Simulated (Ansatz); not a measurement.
H$_{3}$CCl: several calculations on one system

Part 1: Relaxation

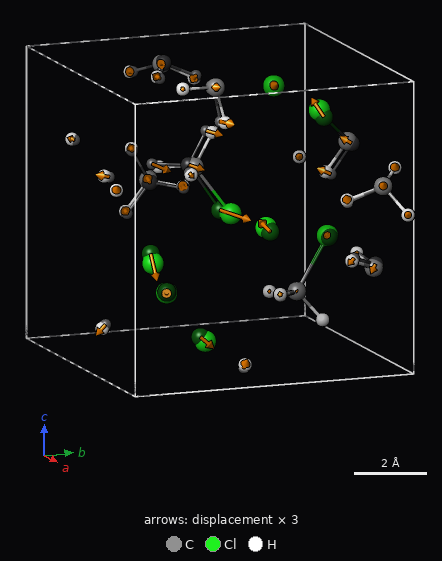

This is a relaxation of an amorphous cell of composition H3CCl. The starting structure is drawn faded, the final one solid; orange arrows show the displacements, magnified 3 times.

Style: ball-and-stick. Shown: the cell of the calculation (origin shifted), slightly off an axis.

The cell holds 8 CH3Cl. The run prepares the start of a later molecular dynamics calculation, from a guessed geometry.

All numbers below come from DFT PBE-D3(BJ), scalar-relativistic, plane waves, PAW (Ansatz 0.2.0). Set-up: plane-wave cutoff 420 eV; k-point mesh 1 × 1 × 1; occupations fermi dirac; smearing width 0.02 eV; no spin polarisation; atoms relaxed in a fixed cell; force threshold 0.3 eV/Å; at most 15 steps.

**Atoms of which element are displaced furthest, and by how much?**

Chlorine: up to 0.38 Å, against 0.23 Å for hydrogen.

**What happened in the run?**

The largest move is that of a Cl atom, 0.38 Å roughly along [3 2 −1]. Largest moves by element: Cl 0.38 Å, H 0.23 Å, C 0.18 Å. The cell doesn't change. Near-neighbour distances that change, for instance: C–Cl 1.777 → 1.797 Å, C–H 1.088 → 1.097 Å. Bond angles that change, for instance: Cl–C–H 108.9° → 105.5°, Cl–C–H 108.9° → 106.8°. The energy falls by 0.733 eV per cell of the calculation in 2 geometry steps. Largest force component: 1.2 eV/Å at the start, 0.29 eV/Å at the end.

Limits of the set-up: the program's low-accuracy preset was used; the periodic images lie only 8.4 Å apart, so the values are limited by the cell's size.

Part 2: Dynamics

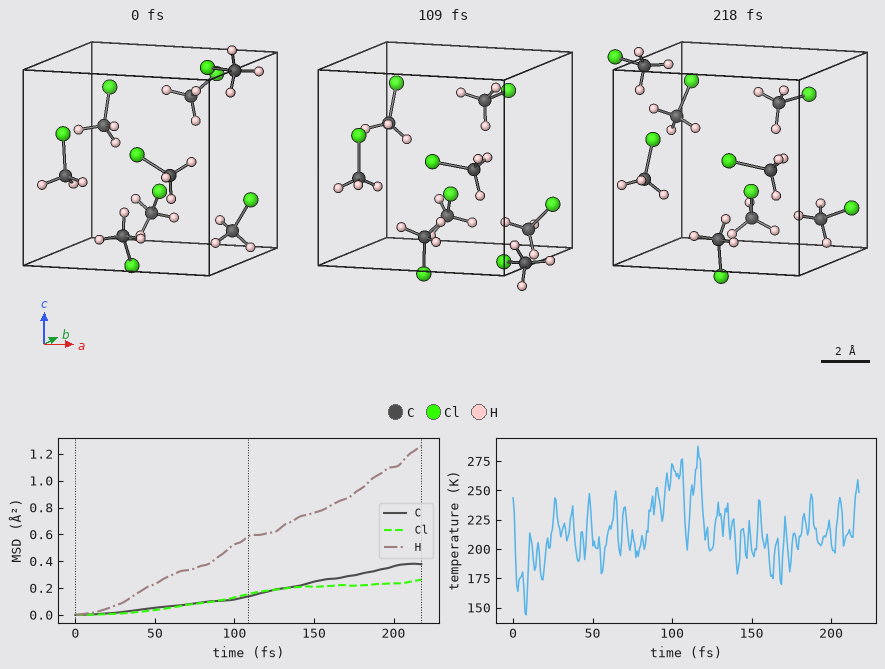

Molecular dynamics of a periodic cell with 8 CH3Cl at 1.139 g/cm³, 218 fs long. Frames and the history of the run. The picture is a ball-and-stick view of the simulation cell, seen slightly off an axis. Atoms that leave the cell re-enter on the other side.

Theory: DFT PBE-D3(BJ), scalar-relativistic, plane waves, PAW in Ansatz. Set-up: plane-wave cutoff 420 eV; k-point mesh 1 × 1 × 1; Fermi-Dirac smearing 0.02 eV; low-accuracy preset; Langevin thermostat (NVT); set temperature 250 K; time step 0.75 fs; friction 0.02 per fs.

> Describe the run.

Root-mean-square distances from the starting positions over the second half, with the common drift of all atoms taken out: H 0.93 Å, C 0.52 Å, Cl 0.46 Å. The heavy atoms stay within a fraction of a molecule's size of their starting places, while the hydrogen atoms travel further, as molecules turn; so short a run doesn't tell a liquid from a solid. Over the second half the temperature averages 216 K (spread ±21 K). The potential energy in the second half lies on average 15.3 meV per atom above the first frame.

Limits of the set-up: the program's low-accuracy preset was used; the periodic images lie only 8.4 Å apart, so the values are limited by the cell's size.

Cost: 14 min on 1 thread of Intel(R) Xeon(R) Platinum 8259CL CPU @ 2.50GHz (Skylake/Cascade Lake), with other jobs on the host, peak memory 0.66 GiB.

Part 3: Dynamics

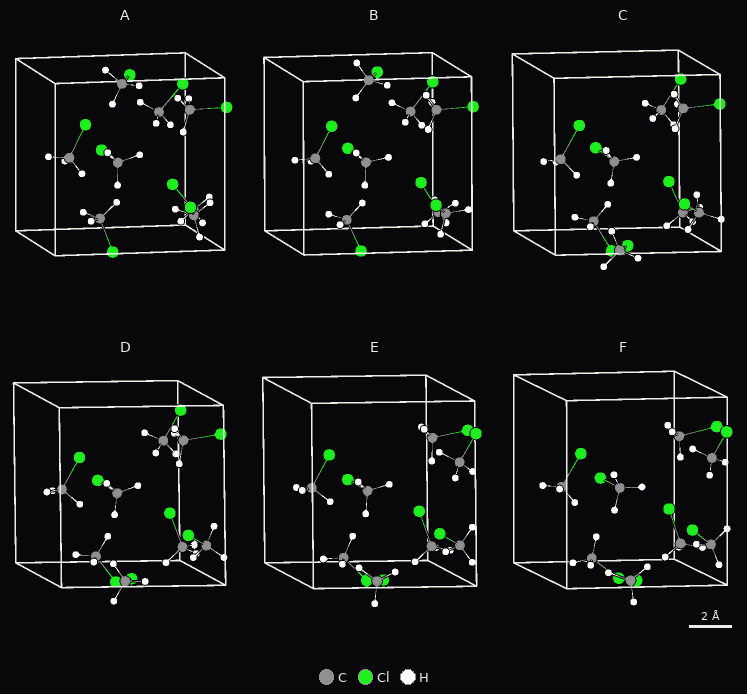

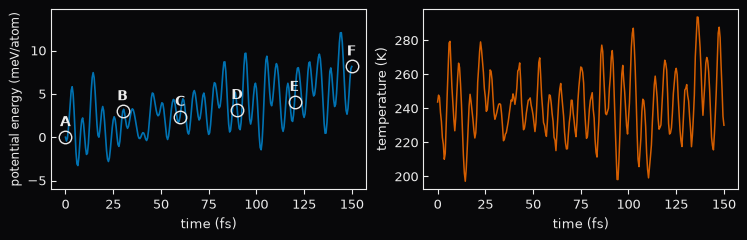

Molecular dynamics of a periodic cell with 8 CH3Cl at 1.139 g/cm³, 150 fs long. It starts from the last geometry of an earlier run, with fresh velocities. Frames (A at 0 fs, B at 30 fs, C at 60 fs, D at 90 fs, E at 120 fs, F at 150 fs) and the history of the run. A ball-and-stick model of the simulation cell, seen slightly off an axis. Atoms that leave the cell re-enter on the other side.

All numbers below come from DFT PBE-D3(BJ), scalar-relativistic, plane waves, PAW in Ansatz. Set-up: plane-wave cutoff 420 eV; k-point mesh 1 × 1 × 1; Fermi-Dirac smearing 0.02 eV; low-accuracy preset; Langevin thermostat and barostat (NPT); set temperature 250 K; time step 0.5 fs; friction 0.005 per fs; target pressure 0 GPa.

Q: Describe the run.

A: The mean temperature in the second half is 244 K (standard deviation 21 K). The potential energy in the second half lies on average 5.0 meV per atom above the first frame. The mean pressure there is −0.1 GPa. The volume ends +12.6 % from the start. In the second half of the run the atoms are, in the root-mean-square, this far from where they began (common drift taken out): H 0.97 Å, C 0.57 Å, Cl 0.45 Å. The heavy atoms stay within a fraction of a molecule's size of their starting places, while the hydrogen atoms travel further, as molecules turn; so short a run doesn't tell a liquid from a solid. The conserved quantity stays between −0.056 and 0.12 meV per atom of its start. A straight-line fit has a slope that amounts to −0.00098 meV per atom over 150 fs (under 0.1 % of the mean kinetic energy), and the ripple about it is 1.7 % of the kinetic energy's fluctuation. With a drift under 2 % and a ripple under 7 %, the integration is accurate.

Limits of the set-up: the program's low-accuracy preset was used; the periodic images lie only 8.4 Å apart, so the values are limited by the cell's size.

The run took 19 min on 1 thread of Intel(R) Xeon(R) Platinum 8259CL CPU @ 2.50GHz (Skylake/Cascade Lake), on a shared host, peak memory 0.74 GiB.
